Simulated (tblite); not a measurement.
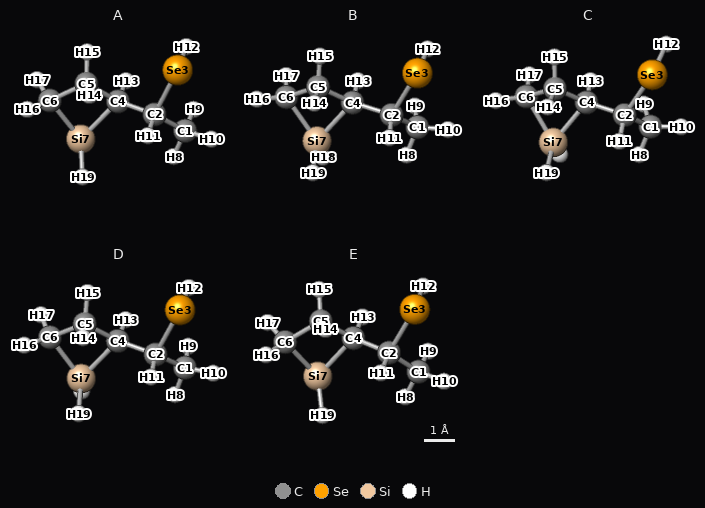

5 geometries from one relaxation of C₅H₁₂SeSi, in shuffled order. Style: ball-and-stick. Shown at a tilt.

All numbers below come from GFN2-xTB geometry optimisation, gas phase in tblite 0.8.0. 

> Order the frames from highest to lowest energy.

C, B, D, A, E. They are steps 0, 13, 22, 43, 99, at +130.6 kJ/mol, +26.0 kJ/mol, +10.8 kJ/mol, +1.60 kJ/mol relative to the last. The largest move after the best rigid fit is that of H17, 1.11 Å. By element the largest moves are H 1.11 Å, C 0.45 Å, Si 0.41 Å, Se 0.18 Å. Some distances before and after: C2–Se3 1.942 → 2.016 Å, C4–Si7 1.853 → 1.926 Å, Se3–H12 1.512 → 1.447 Å, C6–Si7 1.851 → 1.908 Å. Bond angles that change, for instance: C2–Se3–H12 108.6° → 94.5°, C4–C5–C6 86.4° → 100.1°, Se3–C2–H11 111.4° → 102.0°. Groups turn about C4–Si7 by about 30°, C4–C5 by about 30°, C5–C6 by about 30°. The energy falls by 130.6 kJ/mol in 99 geometry steps.
